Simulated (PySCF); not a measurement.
# F₂: one change and its effect

System: F₂, SMILES FF.
Method of the first run: GIAO wB97X-D/pcSseg-1 NMR shielding, non-relativistic, IEF-PCM chloroform (PySCF 2.14.0).

The geometry comes from this level: PBE0-D3(BJ)/def2-SVP. Text and figures count atoms from 1; the logs count them from 0 in places.

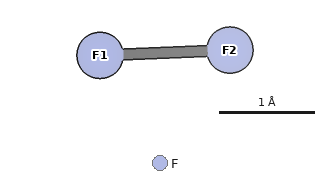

Figure 1. The input geometry (ball-and-stick view, seen at a tilt; atoms are numbered from 1 in the order of the input). Bond lengths as drawn: F–F 1.38 Å.

## The input, the first run
```
{"job": {"kind": "nmr", "xc": "wB97X-D", "basis": "pcSseg-1", "solvent": "chloroform", "pop": false}, "charge": 0, "multiplicity": 1}
F      0.696863    -0.028974     0.001658
F     -0.679373     0.000164    -0.013788
```

The first line tells a small driver script what to run in PySCF; the rest is the geometry in Å.

Launched with:
```bash
OMP_NUM_THREADS=1 python <driver script> task.json out
```

Hardware: 1 CPU thread, shared host.

## Output (the first run)
```
coarse grid: 2176 points
cycle   1  E = -199.3987796222  dE =  1.527e-02  |g| = 3.046e-01  |ddm| = 1.179e+00
cycle   2  E = -199.4112074482  dE = -1.243e-02  |g| = 1.310e-01  |ddm| = 1.786e-01
cycle   3  E = -199.4131841836  dE = -1.977e-03  |g| = 1.690e-02  |ddm| = 4.457e-02
cycle   4  E = -199.4132159172  dE = -3.173e-05  |g| = 6.173e-03  |ddm| = 9.122e-03
cycle   5  E = -199.4132208050  dE = -4.888e-06  |g| = 3.476e-04  |ddm| = 2.999e-03
final grid: 23208 points
cycle   6  E = -199.4348214076  dE = -1.331e-05  |g| = 3.269e-03  |ddm| = 9.213e-03
cycle   7  E = -199.4348222674  dE = -8.598e-07  |g| = 2.293e-03  |ddm| = 2.293e-03
cycle   8  E = -199.4348228853  dE = -6.179e-07  |g| = 8.630e-05  |ddm| = 9.735e-04
cycle   9  E = -199.4348228868  dE = -1.438e-09  |g| = 2.323e-05  |ddm| = 6.604e-05
cycle  10  E = -199.4348228869  dE = -8.677e-11  |g| = 2.062e-06  |ddm| = 1.178e-05
converged SCF energy = -199.4348228869

GIAO shielding tensors (ppm)
atom      isotropic    diamagn.    paramagn.     s11        s22        s33       span
  0 F     -143.370     462.229    -605.599   -459.648   -459.640    489.177    948.824
  1 F     -143.370     462.229    -605.599   -459.647   -459.640    489.177    948.824
```

The second run used a changed input.

## The two runs side by side

| quantity | the first run | the second run |
| --- | --- | --- |
| outcome | converged | converged |
| total energy (hartree) | −199.434823 | −202.785386 |
| HOMO (eV) | −13.63 | −12.93 |
| LUMO (eV) | −1.35 | −6.61 |
| dipole moment (D) | 0.00 | 0.00 |
| shielding of F1 (ppm) | −143.4 | −201.9 |
| shielding of F2 (ppm) | −143.4 | −201.9 |
| SCF iterations | 10 | 9 |
| basis functions | 34 | 34 |

Which change of the input explains these differences?

The change (lines with − go, lines with + come):
```diff
-"xc": "wB97X-D"
+"xc": "WP04"
```

The total energies belong to different methods, so their difference says nothing on which is more stable or more accurate. The HOMO goes from −13.63 to −12.93 eV. The LUMO goes from −1.35 to −6.61 eV. Of all shieldings, the largest change is that of F1 and F2, by −58.5 ppm. The functional changes from wB97X-D to WP04. Exact exchange removes part of the self-interaction error of semilocal functionals, which pushes filled and empty levels apart. The SCF takes 9 iterations against 10.

## Output (the second run)
```
coarse grid: 2176 points
cycle   1  E = -202.7400316290  dE =  9.285e-02  |g| = 3.694e-01  |ddm| = 1.178e+00
cycle   2  E = -202.7479354802  dE = -7.904e-03  |g| = 2.665e-01  |ddm| = 2.709e-01
cycle   3  E = -202.7565113756  dE = -8.576e-03  |g| = 3.157e-02  |ddm| = 1.237e-01
cycle   4  E = -202.7566465008  dE = -1.351e-04  |g| = 3.581e-03  |ddm| = 1.442e-02
cycle   5  E = -202.7566482842  dE = -1.783e-06  |g| = 6.645e-05  |ddm| = 1.373e-03
final grid: 23208 points
cycle   6  E = -202.7853863632  dE = -4.145e-06  |g| = 5.421e-04  |ddm| = 4.154e-03
cycle   7  E = -202.7853863762  dE = -1.303e-08  |g| = 5.137e-04  |ddm| = 4.785e-04
cycle   8  E = -202.7853864091  dE = -3.292e-08  |g| = 2.157e-05  |ddm| = 2.195e-04
cycle   9  E = -202.7853864091  dE = -4.911e-11  |g| = 7.913e-06  |ddm| = 1.077e-05
converged SCF energy = -202.7853864091

GIAO shielding tensors (ppm)
atom      isotropic    diamagn.    paramagn.     s11        s22        s33       span
  0 F     -201.904     465.062    -666.965   -548.749   -548.748    491.785   1040.534
  1 F     -201.904     465.062    -666.965   -548.749   -548.748    491.785   1040.534
```
